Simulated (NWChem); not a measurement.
# A workflow on the pair C2H3B···C2H2S

Aim: a single-point energy (singlet C4H5BS, M06-2X-D3(0)/def2-SVP), then a single-point energy (singlet C2H3B, M06-2X-D3(0)/def2-SVP), then a single-point energy (singlet C2H2S, M06-2X-D3(0)/def2-SVP), then a single-point energy (singlet C2H3B, M06-2X-D3(0)/def2-SVP), then the energy (singlet C2H2S, M06-2X-D3(0)/def2-SVP) of C4H5BS and its partners. 

Program for the calculation: NWChem 7.3.0.

### 1 The structure to begin with

C4H5BS has 11 atoms, charge 0, and is taken as a singlet. The two molecules were placed rigidly side by side, at 1.1 times their contact distance; the pair isn't optimised.

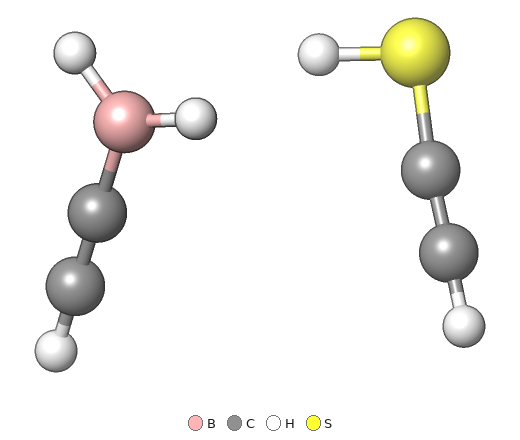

The structure, seen from a chosen angle (boron pink, carbon grey, hydrogen white, sulfur yellow).

### 2 The energy at M06-2X-D3(0)/def2-SVP (run 1)

work.nw

```
START work
memory total 2200 mb

GEOMETRY units angstrom noautosym nocenter noautoz
 B    -0.837430    0.657980   -0.386600
 C     0.271570   -0.213420    0.125600
 C     1.165670   -0.915920    0.538200
 H    -1.763230    0.167380   -0.958000
 H    -0.790330    1.838880   -0.220900
 H     1.953770   -1.534920    0.901700
 C     3.248260    3.593020   -1.157310
 C     2.440540    3.465320   -2.040410
 S     1.356250    3.412340   -3.321750
 H     3.958730    3.694030   -0.371460
 H     0.811680    2.219480   -3.018830
END

BASIS spherical bse
 * library def2-SVP
END

DFT
 xc m06-2x
 disp vdw 3
 grid fine
 convergence energy 1e-08
 maxiter 100
 mulliken
 print low
END

TASK dft energy
```

The run is started by

```bash
$ nwchem work.nw > work.out
```

Output:

```text
[...]
 d= 0,ls=0.0,diis     1   -577.8662282130 -7.66D+02  8.43D-03  4.53D-01     4.7
[...]
 d= 0,ls=0.0,diis    10   -577.9370510352 -3.82D-09  7.27D-07  2.38D-09    37.1
         Total DFT energy =     -577.937051035221
      One electron energy =    -1163.639302904446
           Coulomb energy =      450.203481082225
    Exchange-Corr. energy =      -53.017120414009
 Nuclear repulsion energy =      188.516186931219
    Dispersion correction =       -0.000295730210
[...]
      Total Density - Mulliken Population Analysis
     ---------------------------------------------
    Atom       Charge   Shell Charges
 -----------   ------   -------------------------------------------------------
    1 B    5     4.97   1.99  0.85  0.19  1.52  0.38  0.04
    2 C    6     5.92   1.99  0.91  0.40  2.02  0.58  0.02
    3 C    6     6.13   1.99  0.91  0.57  1.98  0.66  0.02
    4 H    1     1.02   0.75  0.26  0.01
    5 H    1     1.01   0.74  0.25  0.01
    6 H    1     0.96   0.74  0.19  0.03
    7 C    6     6.43   1.99  0.89  0.73  2.02  0.79  0.02
    8 C    6     5.75   1.99  0.90  0.02  2.05  0.76  0.03
    9 S   16    15.95   2.00  1.99  1.22  0.61  5.93  1.83  2.29  0.09
   10 H    1     0.96   0.74  0.19  0.03
[...]
```

It took 38 s on 1 thread of Intel Xeon Platinum 8259CL at 2.50GHz (Skylake/Cascade Lake), shared host; peak memory 0.13 GiB.

### 3 C2H3B: the energy at M06-2X-D3(0)/def2-SVP (run 2)

work.nw

```
start work
memory 2200 mb

geometry units angstrom noautosym nocenter noautoz
B       -0.837430       0.657980      -0.386600
C        0.271570      -0.213420       0.125600
C        1.165670      -0.915920       0.538200
H       -1.763230       0.167380      -0.958000
H       -0.790330       1.838880      -0.220900
H        1.953770      -1.534920       0.901700
end

basis spherical bse
B library def2-SVP
C library def2-SVP
H library def2-SVP
end

dft
xc m06-2x
disp vdw 3
grid fine
convergence energy 1e-08
maxiter 100
mulliken
print low
end

task dft energy
```

The run is started by

```bash
$ nwchem work.nw > work.out
```

Output:

```text
[...]
 d= 0,ls=0.0,diis     1   -102.6170490945 -1.49D+02  1.03D-02  1.89D-01     1.7
[...]
 d= 0,ls=0.0,diis     8   -102.6486002157  7.52D-09  3.55D-06  1.34D-07     8.7
         Total DFT energy =     -102.648600215729
      One electron energy =     -228.721922006990
           Coulomb energy =       95.196338563031
    Exchange-Corr. energy =      -15.861118966213
 Nuclear repulsion energy =       46.738126529251
    Dispersion correction =       -0.000024334807
[...]
      Total Density - Mulliken Population Analysis
     ---------------------------------------------
    Atom       Charge   Shell Charges
 -----------   ------   -------------------------------------------------------
    1 B    5     4.95   1.99  0.85  0.18  1.52  0.37  0.04
    2 C    6     5.92   1.99  0.91  0.40  2.02  0.58  0.02
    3 C    6     6.13   1.99  0.90  0.57  1.98  0.66  0.02
    4 H    1     1.02   0.75  0.26  0.01
    5 H    1     1.02   0.75  0.26  0.01
    6 H    1     0.96   0.74  0.19  0.03
[...]
```

Wall time 9.6 s (1 thread of Intel Xeon Platinum 8259CL at 2.50GHz (Skylake/Cascade Lake), shared host); peak memory 0.12 GiB.

### 4 C2H2S: a single-point energy at M06-2X-D3(0)/def2-SVP (run 3)

mol.nw

```
start mol
title "C2H2S"
memory stack 880 mb heap 220 mb global 1100 mb

geometry units angstrom noautosym nocenter noautoz
  C        3.248260       3.593020      -1.157310
  C        2.440540       3.465320      -2.040410
  S        1.356250       3.412340      -3.321750
  H        3.958730       3.694030      -0.371460
  H        0.811680       2.219480      -3.018830
end

basis spherical bse
  * library def2-SVP
end

dft
  xc m06-2x
  disp vdw 3
  grid fine
  convergence energy 1e-08
  maxiter 100
  mulliken
  print low
end

task dft energy
```

The run is started by

```bash
$ nwchem mol.nw > mol.out
```

Output:

```text
[...]
 d= 0,ls=0.0,diis     1   -475.2484064344 -5.54D+02  1.33D-02  2.63D-01     1.4
[...]
 d= 0,ls=0.0,diis     9   -475.2877481780 -3.72D-09  1.23D-06  8.95D-09     8.9
         Total DFT energy =     -475.287748178037
      One electron energy =     -809.387356835266
           Coulomb energy =      292.257241147356
    Exchange-Corr. energy =      -37.156977530401
 Nuclear repulsion energy =       78.999361894307
    Dispersion correction =       -0.000016854033
[...]
      Total Density - Mulliken Population Analysis
     ---------------------------------------------
    Atom       Charge   Shell Charges
 -----------   ------   -------------------------------------------------------
    1 C    6     6.44   1.99  0.89  0.73  2.02  0.79  0.02
    2 C    6     5.75   1.99  0.90  0.02  2.05  0.77  0.03
    3 S   16    15.95   2.00  1.99  1.22  0.61  5.93  1.83  2.28  0.09
    4 H    1     0.96   0.74  0.19  0.03
    5 H    1     0.90   0.71  0.16  0.03
[...]
```

It took 9.6 s on 1 thread of Intel Xeon Platinum 8259CL at 2.50GHz (Skylake/Cascade Lake), shared host; peak memory 0.12 GiB.

### 5 C2H3B among ghost functions: the energy at M06-2X-D3(0)/def2-SVP (with ghost functions) (run 4)

sp.nw

```
START sp
TITLE "C2H3B energy"
memory 2200 mb
GEOMETRY noautosym nocenter noautoz
 B       -0.837430       0.657980      -0.386600
 C        0.271570      -0.213420       0.125600
 C        1.165670      -0.915920       0.538200
 H       -1.763230       0.167380      -0.958000
 H       -0.790330       1.838880      -0.220900
 H        1.953770      -1.534920       0.901700
 bqC      3.248260     3.593020    -1.157310
 bqC      2.440540     3.465320    -2.040410
 bqS      1.356250     3.412340    -3.321750
 bqH      3.958730     3.694030    -0.371460
 bqH      0.811680     2.219480    -3.018830
END
BASIS spherical bse
 B library def2-SVP
 C library def2-SVP
 H library def2-SVP
 bqC library C def2-SVP
 bqS library S def2-SVP
 bqH library H def2-SVP
END
DFT
 xc m06-2x
 disp vdw 3
 grid fine
 convergence energy 1e-08
 iterations 100
 mulliken
 print low
END
TASK dft
```

The run is started by

```bash
$ nwchem sp.nw > sp.out
```

Output:

```text
[...]
 d= 0,ls=0.0,diis     1   -102.6171105428 -1.49D+02  5.23D-03  1.89D-01     5.7
[...]
 d= 0,ls=0.0,diis     8   -102.6486652356  7.87D-09  1.82D-06  1.39D-07    33.1
         Total DFT energy =     -102.648665235629
      One electron energy =     -228.720615208569
           Coulomb energy =       95.194700912835
    Exchange-Corr. energy =      -15.860853134338
 Nuclear repulsion energy =       46.738126529251
    Dispersion correction =       -0.000024334807
[...]
      Total Density - Mulliken Population Analysis
     ---------------------------------------------
    Atom       Charge   Shell Charges
 -----------   ------   -------------------------------------------------------
    1 B    5     4.94   1.99  0.85  0.18  1.52  0.36  0.04
    2 C    6     5.92   1.99  0.91  0.40  2.02  0.58  0.02
    3 C    6     6.13   1.99  0.90  0.57  1.98  0.66  0.02
    4 H    1     1.02   0.75  0.26  0.01
    5 H    1     1.02   0.75  0.26  0.01
    6 H    1     0.96   0.74  0.19  0.03
    7 X    0     0.00   0.00 -0.00  0.00 -0.00  0.00 -0.00
    8 X    0    -0.00   0.00 -0.00 -0.00 -0.00  0.00 -0.00
    9 X    0    -0.00  -0.00 -0.00  0.00 -0.00 -0.00  0.00 -0.00 -0.00
   10 X    0     0.00   0.00  0.00 -0.00
[...]
```

Wall time 34 s (1 thread of Intel Xeon Platinum 8259CL at 2.50GHz (Skylake/Cascade Lake), shared host); peak memory 0.13 GiB.

### 6 C2H2S among ghost functions: the energy at M06-2X-D3(0)/def2-SVP (with ghost functions) (run 5)

c2h2s.nw

```
echo
start c2h2s
title "C2H2S"
memory total 2200 mb

geometry units angstrom noautosym nocenter noautoz
C      3.248260     3.593020    -1.157310
C      2.440540     3.465320    -2.040410
S      1.356250     3.412340    -3.321750
H      3.958730     3.694030    -0.371460
H      0.811680     2.219480    -3.018830
bqB     -0.837430     0.657980    -0.386600
bqC      0.271570    -0.213420     0.125600
bqC      1.165670    -0.915920     0.538200
bqH     -1.763230     0.167380    -0.958000
bqH     -0.790330     1.838880    -0.220900
bqH      1.953770    -1.534920     0.901700
end

basis spherical bse
C library def2-SVP
S library def2-SVP
H library def2-SVP
bqB library B def2-SVP
bqC library C def2-SVP
bqH library H def2-SVP
end

dft
xc m06-2x
disp vdw 3
grid fine
convergence energy 1e-08
iterations 100
mulliken
noprint "final vectors analysis"
end

task dft energy
```

The run is started by

```bash
$ nwchem c2h2s.nw > c2h2s.out
```

Output:

```text
[...]
          Wavefunction type:  closed shell.
          No. of atoms     :    11
          No. of electrons :    30
[...]
          Charge           :     0
          Spin multiplicity:     1
[...]
          AO basis - number of functions:   113
[...]
              XC Information
              --------------
                       M06-2X Method XC Functional
                     Hartree-Fock (Exact) Exchange  0.540
                        M06-2X Exchange Functional  1.000
                      M06-2X Correlation Potential  1.000
[...]
 d= 0,ls=0.0,diis     1   -475.2487326660 -5.54D+02  6.62D-03  2.63D-01     3.6
[...]
 d= 0,ls=0.0,diis     9   -475.2880702840 -3.71D-09  6.06D-07  8.83D-09    30.1
         Total DFT energy =     -475.288070284003
      One electron energy =     -809.378387132074
           Coulomb energy =      292.247059805989
    Exchange-Corr. energy =      -37.156087998191
 Nuclear repulsion energy =       78.999361894307
    Dispersion correction =       -0.000016854033
[...]
      Total Density - Mulliken Population Analysis
     ---------------------------------------------
    Atom       Charge   Shell Charges
 -----------   ------   -------------------------------------------------------
    1 C    6     6.44   1.99  0.89  0.73  2.02  0.79  0.02
    2 C    6     5.75   1.99  0.90  0.02  2.05  0.77  0.03
    3 S   16    15.96   2.00  1.99  1.22  0.61  5.93  1.83  2.29  0.09
    4 H    1     0.96   0.74  0.19  0.03
    5 H    1     0.89   0.71  0.15  0.03
    6 X    0     0.00   0.00 -0.00  0.00 -0.00  0.00 -0.00
    7 X    0    -0.00  -0.00  0.00 -0.00 -0.00 -0.00 -0.00
    8 X    0     0.00   0.00 -0.00 -0.00 -0.00  0.00 -0.00
    9 X    0    -0.00   0.00 -0.00 -0.00
   10 X    0    -0.00  -0.00 -0.00 -0.00
[...]
```

Run time: 31 s. Hardware: 1 thread of Intel Xeon Platinum 8259CL at 2.50GHz (Skylake/Cascade Lake), shared host; peak memory 0.13 GiB.

### 7 What came out

| quantity | value |
| --- | --- |
| run 1, M06-2X-D3(0)/def2-SVP: total energy | -577.93705 Eh |
| run 1, M06-2X-D3(0)/def2-SVP: dispersion energy | -0.78 kJ/mol |
| C2H3B: total energy | -102.64860 Eh |
| C2H3B: dispersion energy | -0.06 kJ/mol |
| C2H2S: total energy | -475.28775 Eh |
| C2H2S: dispersion energy | -0.04 kJ/mol |
| C2H3B among ghost functions: total energy | -102.64867 Eh |
| C2H3B among ghost functions: dispersion energy | -0.06 kJ/mol |
| C2H2S among ghost functions: total energy | -475.28807 Eh |
| C2H2S among ghost functions: dipole moment | 0.98 D |
| C2H2S among ghost functions: dispersion energy | -0.04 kJ/mol |
| interaction energy of the rigid parts C2H3B and C2H2S (parts in their own basis; closest atoms 3.25 Å apart) | -0.019 eV |
| interaction energy of the rigid parts C2H3B and C2H2S (parts in the whole basis, counterpoise; closest atoms 3.25 Å apart) | -0.009 eV |

What this shows: The interaction energy of the rigid parts C2H3B and C2H2S (parts in their own basis; closest atoms 3.25 Å apart) is −0.02 eV (−0.4 kcal/mol). Without counterpoise this holds the superposition error of the basis. The interaction energy of the rigid parts C2H3B and C2H2S (parts in the whole basis, counterpoise; closest atoms 3.25 Å apart) is −0.01 eV (−0.2 kcal/mol). The basis-set superposition error is 1.0 kJ/mol. Mulliken charges (C2H3B) run from -0.13 on C3 to +0.08 on C2. Mulliken charges (C2H2S) run from -0.44 on C1 to +0.25 on C2; they depend strongly on the basis.
